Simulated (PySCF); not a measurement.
# C3H12BNSi: electronic excitations

Wanted: the electronic excitations of C3H12BNSi (`CC1(C)[NH2+][BH2-][SiH2]1`), by calculation.

Programs: PySCF 2.14.0, with density-fitted response routines of our own. Each step states its level of theory. These are calculated values for one molecule in the gas phase, unless marked as measured. Atoms count from 0, in the outputs and in this text.

### Step 1. The starting structure

18 atoms, charge 0, multiplicity 1; geometry from: GFN2-xTB.

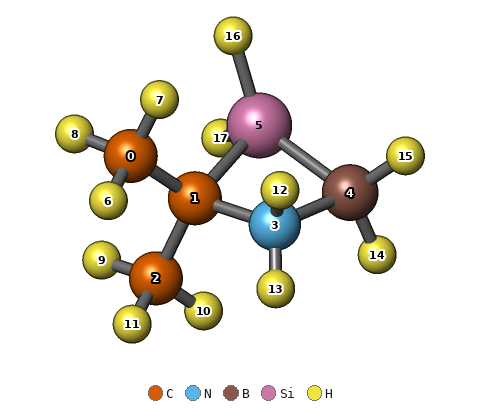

As it starts; carbon orange, nitrogen blue, boron brown, silicon pink, hydrogen yellow, atoms numbered.

### Step 2. Ultraviolet spectrum: CAM-B3LYP/def2-SVPD

What the job is given:

```
{"job": {"kind": "uv", "xc": "CAM-B3LYP", "basis": "def2-SVPD", "nstates": 8, "ntriplets": 3}, "charge": 0, "multiplicity": 1}
C     -1.136342     1.180928     0.763731
C     -0.334308     0.163897    -0.026925
C     -1.243147    -0.668860    -0.909744
N      0.393274    -0.758455     0.902333
B      1.866855    -0.822465     0.168856
Si     1.308376     0.739242    -0.914511
H     -1.914639     0.709071     1.370599
H     -0.485795     1.757851     1.420255
H     -1.615755     1.877917     0.080870
H     -1.702868    -0.038442    -1.666430
H     -0.672431    -1.441697    -1.420404
H     -2.042302    -1.145809    -0.333962
H      0.489746    -0.328104     1.817287
H     -0.076848    -1.653471     1.026964
H      1.949520    -1.861155    -0.408647
H      2.714938    -0.700895     0.995718
H      1.476382     2.154206    -0.522203
H      1.016584     0.842558    -2.355443
```

With the program's defaults for keys left out, this is: TDDFT CAM-B3LYP/def2-SVPD, vertical, gas phase, core orbitals frozen in the response.

Run with:

```sh
> OMP_NUM_THREADS=1 python probes_run.py task.json out
```

The driver reads the jobs from task.json and runs them one after another.

The log of the run:

```text
coarse grid: 14472 points
cycle   1  E = -490.1595058815  dE =  6.370e-01  |g| = 3.563e-01  |ddm| = 9.805e+00
cycle   2  E = -490.1873635902  dE = -2.786e-02  |g| = 2.340e-01  |ddm| = 1.883e+00
cycle   3  E = -490.2023208340  dE = -1.496e-02  |g| = 4.055e-02  |ddm| = 7.682e-01
cycle   4  E = -490.2027049415  dE = -3.841e-04  |g| = 1.770e-02  |ddm| = 1.409e-01
cycle   5  E = -490.2027759417  dE = -7.100e-05  |g| = 4.288e-03  |ddm| = 7.182e-02
cycle   6  E = -490.2027805856  dE = -4.644e-06  |g| = 7.592e-04  |ddm| = 1.357e-02
final grid: 132216 points
cycle   7  E = -490.2762258479  dE = -4.312e-05  |g| = 4.066e-03  |ddm| = 2.675e-01
cycle   8  E = -490.2762260894  dE = -2.415e-07  |g| = 4.139e-03  |ddm| = 3.245e-02
cycle   9  E = -490.2762302804  dE = -4.191e-06  |g| = 3.558e-04  |ddm| = 9.688e-03
cycle  10  E = -490.2762303068  dE = -2.635e-08  |g| = 2.065e-04  |ddm| = 1.641e-03
cycle  11  E = -490.2762303173  dE = -1.056e-08  |g| = 2.646e-05  |ddm| = 8.796e-04
cycle  12  E = -490.2762303176  dE = -2.346e-10  |g| = 1.211e-05  |ddm| = 1.486e-04
converged SCF energy = -490.2762303176

Static polarisability (au): isotropic 88.223, principal 81.609 91.363 91.698

Singlet excitations
state   eV       nm        f      main configurations
  1   5.8956    210.3   0.00438   H->L 0.83
  2   6.3442    195.4   0.12902   H->L+1 0.81, H->L 0.09
  3   6.9426    178.6   0.05796   H->L+2 0.61
  4   7.0252    176.5   0.02697   H->L+5 0.28, H->L+3 0.27, H->L+6 0.19
  5   7.2352    171.4   0.03261   H-1->L 0.43, H->L+4 0.21, H->L+2 0.10
  6   7.3316    169.1   0.01103   H->L+3 0.35, H->L+6 0.14, H->L+4 0.10
  7   7.4468    166.5   0.00451   H->L+3 0.24, H-2->L 0.19, H->L+4 0.15
  8   7.5321    164.6   0.06429   H-2->L 0.40, H->L+4 0.19, H-1->L+1 0.08

Triplet excitations (Tamm-Dancoff, eV): 5.1578 5.9237 6.4840
```

Run time: 83 s. Hardware: 1 thread of Arm Neoverse N1, shared host; peak memory 1 GiB.

The orbitals next to the gap, with their largest atomic shares:

| orbital | eV | atoms |
| --- | --- | --- |
| HOMO−3 | -10.54 | Si5 29 %, H16 17 %, H17 17 % |
| HOMO−2 | -9.61 | B4 24 %, Si5 18 %, H17 14 % |
| HOMO−1 | -9.40 | Si5 22 %, B4 17 %, H16 14 % |
| HOMO | -7.95 | Si5 29 %, B4 27 %, C1 17 % |
| LUMO | 0.73 | B4 15 %, H13 14 %, H12 12 % |
| LUMO+1 | 1.28 | B4 28 %, Si5 24 %, H17 8 % |
| LUMO+2 | 1.73 | Si5 31 %, H6 7 %, C0 7 % |

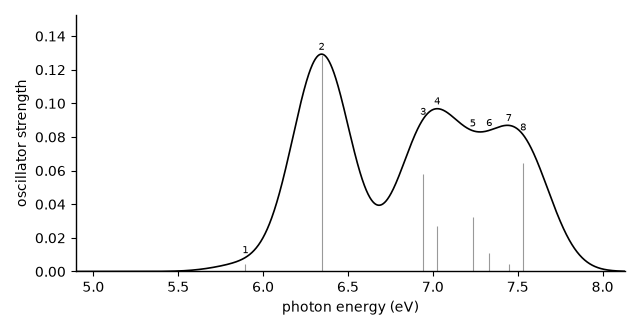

Absorption spectrum from the 8 singlet states computed; above the last one it falls off for lack of states. Lines are broadened to a width of 0.40 eV (Gaussian).

Ground-state properties from the same run:

| property | computed |
| --- | --- |
| dipole moment (D) | 4.01 |
| polarisability (Å³) | 13.07 |
| HOMO–LUMO gap (eV) | 8.68 |
| −ε(HOMO) (eV) | 7.95 |

### Step 3. What came out

| quantity | value |
| --- | --- |
| lowest singlet (CAM-B3LYP/def2-SVPD) | 5.90 eV (210 nm), f = 0.004 |
| brightest single state of those computed | state 2, 6.34 eV, f = 0.129 |
| lowest triplet | 5.16 eV |

What this shows: The lowest singlet, at 5.90 eV, is HOMO→LUMO 0.83 and is weak; of the 8 states computed, the strongest absorption comes from state 2 at 6.34 eV (the last state computed is bright too, and its partners may lie past the list). The lowest triplet lies 0.74 eV below the lowest singlet (triplets in Tamm-Dancoff, singlets in full TDDFT).
